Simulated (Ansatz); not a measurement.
# Direct or indirect: NaF (Fm-3m)

```
Na F
1.0
     0.00000    2.32000    2.32000
     2.32000    0.00000    2.32000
     2.32000    2.32000    0.00000
Na F
1 1
Direct
  0.00000 0.00000 0.00000
  0.50000 0.50000 0.50000
```

Method: Ansatz, PBE, independent particles, without spin-orbit coupling, line width 0.15 eV (Gaussian). The band structure gives a fundamental gap of 6.29 eV. The spectrum of vertical transitions near the edge:

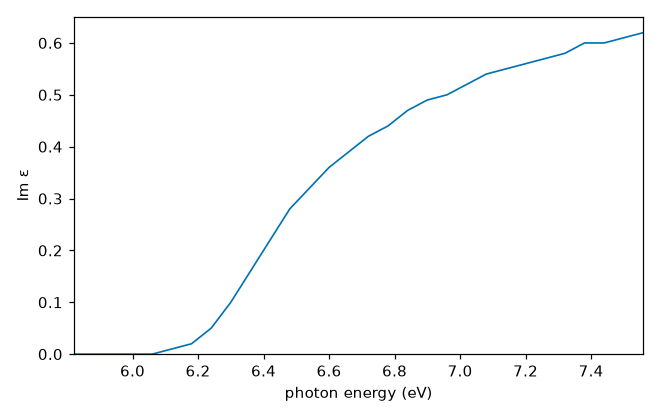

(1) Is the gap direct or indirect, and about where do vertical transitions set in?

## Answers

(1) Direct: the band path has its least direct gap at the fundamental one, 6.29 eV, and the curves rise from there. Lines are broadened by 0.15 eV, which spreads the edge.

[Logs are printed without paths, hosts, clocks, repeated set-up lines and the standing remarks that a program may print on its own settings, such as how far it seeks lower states.]
